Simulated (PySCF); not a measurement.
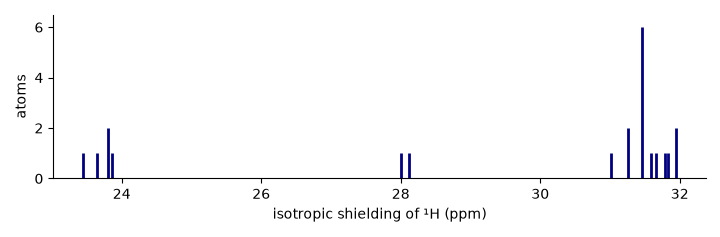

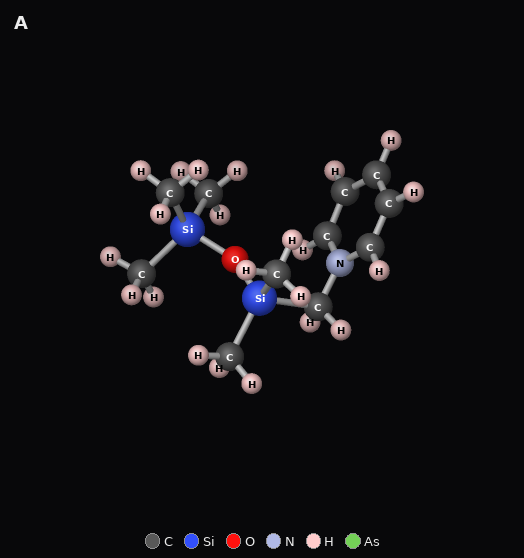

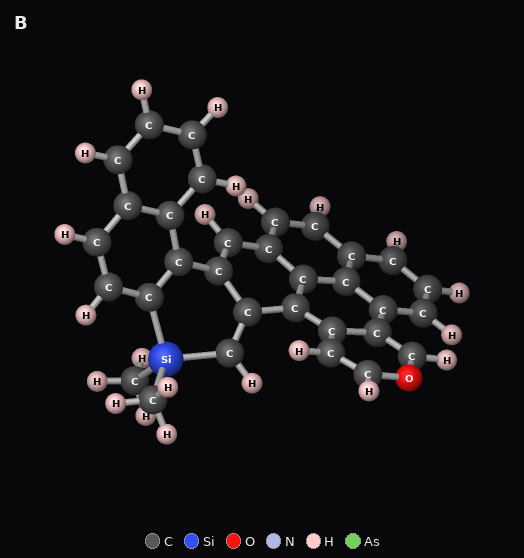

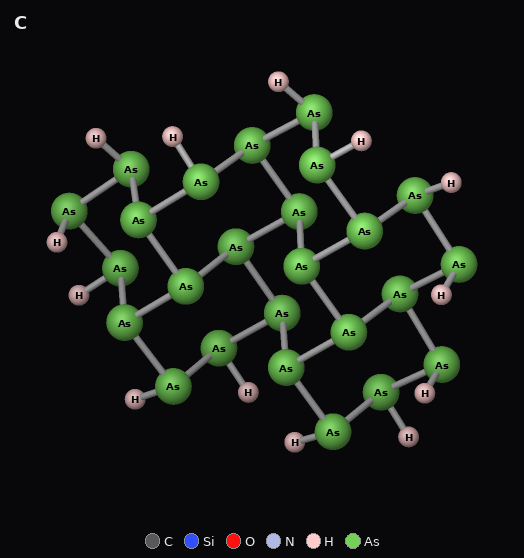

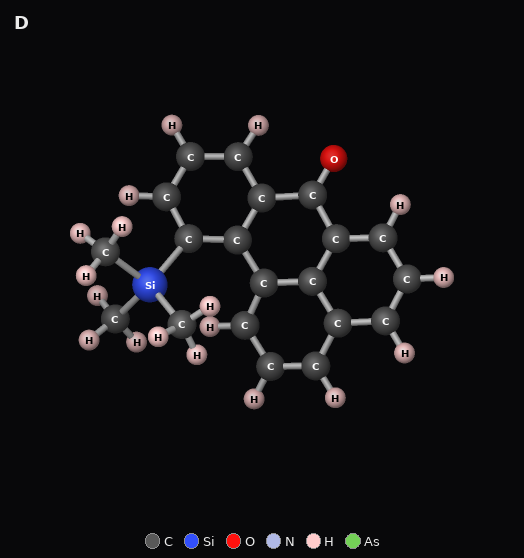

The sticks are computed shieldings of one of the molecules, for one fixed geometry (GFN2-xTB) without averaging over rotations. Low shielding means a high chemical shift. Method: GIAO B97-D/pcSseg-1 NMR shielding, non-relativistic, gas phase (PySCF 2.14.0).

Match the spectrum to a structure.

A, `C[Si](C)(C)O[Si](C)(C)C[n+]1ccccc1`. Its 22 H atoms give lines at 23.44, 23.64, 23.81 (2 atoms), 23.86, 28.00, 28.11, 31.01, 31.25 (2 atoms), 31.46 (6 atoms), 31.59, 31.67, 31.78, 31.83, 31.95 (2 atoms) ppm.

The geometry is semi-empirical. Around As, Si such bond lengths and angles can be off by a tenth of an ångström or more and by several degrees, and values that hang on the shape move with them.
